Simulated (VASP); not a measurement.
Band structure of NiP (relaxed from the CsCl type structure, space group Pm-3m). Level of theory: r2SCAN meta-GGA, VASP's PBE PAW potentials (set 64) (plane waves; VASP 6.6.1).

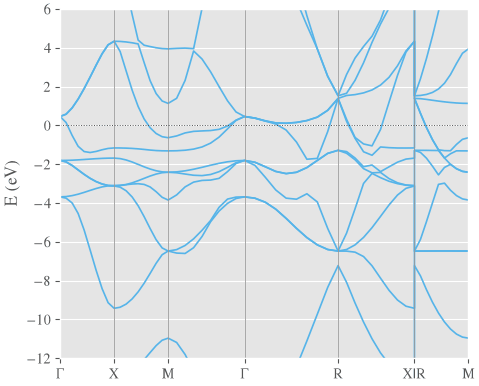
Figure: Bands along high-symmetry lines, zero at the valence-band maximum or, without a gap, the Fermi level

Question: Read the plot: is there a gap, and where are the band edges?

Answer: It has no gap at this level: it comes out as a metal or semimetal.

The structure was generated: NiP was put into the CsCl type type (Pm-3m), which need not be its known phase. It was relaxed first, which changed the volume by -13 %. The run is not spin-polarised, so no magnetic state was tried. The electron count is odd and the run is not spin-polarised, which forces a metal.
